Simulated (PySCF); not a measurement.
# C6H5FN2OSi (SMILES N#Cc1c(F)cc[n+]([O-])c1[SiH3]): what the fields show

Input file:

```
{"job": {"xc": "PBE0", "basis": "6-31G*", "kind": "nmr", "pop": true}, "charge": 0, "multiplicity": 1}
N     -1.701399     3.055208     0.012015
C     -0.971251     2.174042     0.007250
C     -0.039464     1.106930     0.001157
C      1.338041     1.360287    -0.005176
F      1.798776     2.616900    -0.005321
C      2.231794     0.302692    -0.011228
C      1.743749    -0.985229    -0.010999
N      0.417977    -1.213594    -0.004749
O     -0.069781    -2.381527    -0.004396
C     -0.477699    -0.206829     0.001172
Si    -2.197063    -1.025890     0.008735
H      3.292839     0.490593    -0.016030
H      2.379545    -1.856848    -0.015386
H     -3.127788     0.108744     0.015401
H     -2.319327    -1.766128    -1.236363
H     -2.306548    -1.770407     1.252508
```

Command:

```sh
OMP_NUM_THREADS=1 python ens_run.py task.json out
```

Geometry: GFN2-xTB.

Level of theory: PBE0/6-31G*, SCF density, gas phase, non-relativistic (PySCF).

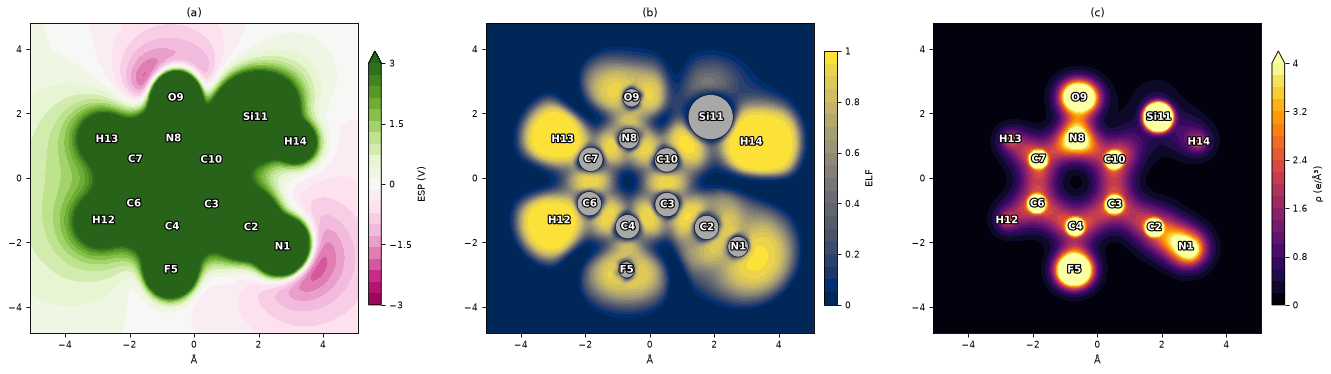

Figure 1. (a) molecular electrostatic potential; (b) electron localisation function; (c) total electron density on the plane of atoms C7, N8 and C10. Grey discs cover the atomic cores in the ELF map.

### What do the fields say about this system?

- Atoms in the plane: N, C, F, O, Si and H.
- C–N (1.14 Å): the density is about 3.6 e/Å³ at the midpoint; the ELF peaks at about 0.85 between the atoms; a multiple bond.
- N–O (1.27 Å): ρ at the midpoint is about 3 e/Å³; the ELF peaks at about 0.85 between the atoms, as expected for a covalent bond.
- C–F (1.34 Å): the density is about 2.3 e/Å³ at the midpoint; the ELF peaks at about 0.85 between the atoms: a polar covalent bond.
- C–C (1.38 Å): ρ at the midpoint is about 2.2 e/Å³; the ELF peaks at about 0.95 between the atoms, as expected for localised, covalent bonding.
- C–Si (1.90 Å): the density is about 0.9 e/Å³ at the midpoint; the ELF peaks at about 1 between the atoms: localised, covalent bonding.
- The ELF also peaks beside F5, N1 and O9, away from the bonds: lone-pair regions.
- Outside the dense part of the molecule the potential is most negative (−2.0 V) near N1.

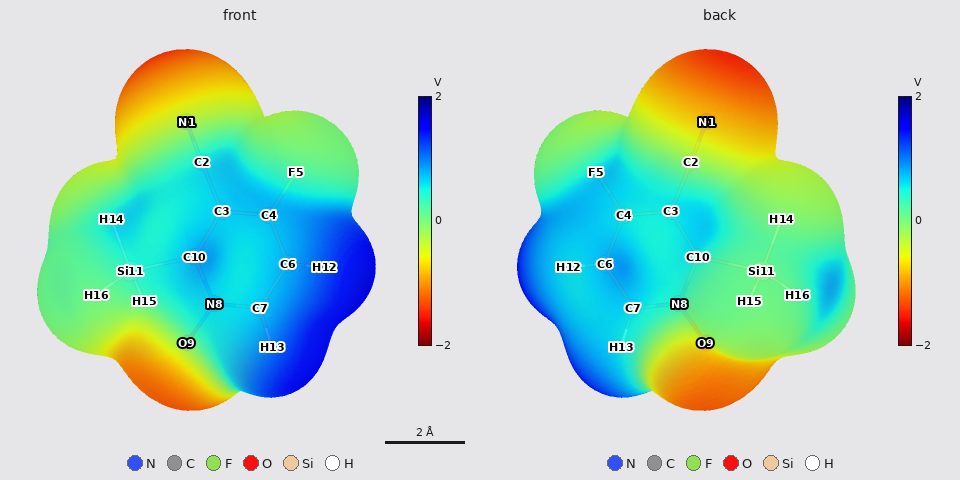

Figure 2. The molecular electrostatic potential painted on the density surface at 0.001 e/bohr³, seen from the front and from behind; the colour scale runs from red (negative) to blue (positive).

### Where is the surface potential most negative and most positive?

The most negative region (about −1.5 V) lies over N1, the most positive (about +1.6 V) over C6, C7, H12 and H13. N1 is the likeliest acceptor of a hydrogen bond.
